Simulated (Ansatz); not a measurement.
```yaml
atoms:
  - { symbol: F, position_ang: [-2.0526, -2.8336, 1.8276] }
  - { symbol: O, position_ang: [-1.4745, -1.0230, -0.0782] }
  - { symbol: Si, position_ang: [-1.3265, -1.3649, 1.4989] }
  - { symbol: Si, position_ang: [-0.6757, 0.4539, -0.8171] }
  - { symbol: H, position_ang: [-2.0506, -0.4221, 2.4010] }
  - { symbol: H, position_ang: [0.0792, -1.5548, 1.9604] }
  - { symbol: H, position_ang: [0.7931, 0.0447, -0.5000] }
  - { symbol: H, position_ang: [-0.7476, 1.3391, 0.4706] }
```

Geometry: B3LYP-D3(BJ)/def2-SVPD.

Theory: isolated molecule in a Gaussian basis; Kohn-Sham density functional theory, functional PBE0 (Ansatz 0.2.0).

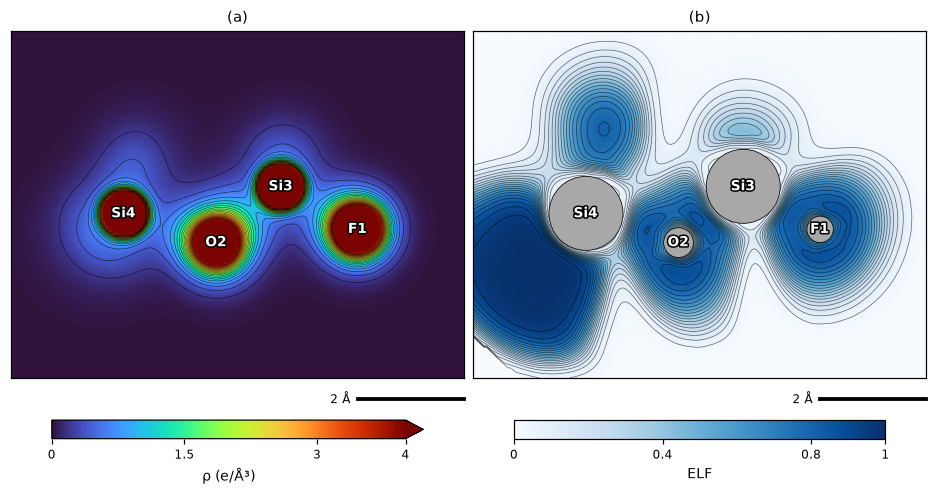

FH4OSi2 (charge −1). (a) total electron density; (b) ELF on the plane of atoms Si3, O2 and Si4. Grey discs cover the atomic cores in the ELF map.

What do the fields say about this system?

Answer.
- Atoms in the plane: F, O and Si.
- Si–O (1.62 Å): the density is about 1.3 e/Å³ at the midpoint; the ELF peaks at about 0.85 between the atoms; a polar covalent bond.
- Si–F (1.67 Å): ρ is about 0.98 e/Å³ halfway; the ELF peaks at about 0.85 in the valence shell of F, 0.6 Å from its nucleus, and is about 0.50 at the midpoint.
- Si–O (1.83 Å): ρ at the midpoint is about 0.75 e/Å³; the ELF peaks at about 0.85 between the atoms; a polar covalent bond.
- The ELF also peaks beside O2, Si4 and F1, away from the bonds: lone-pair regions.
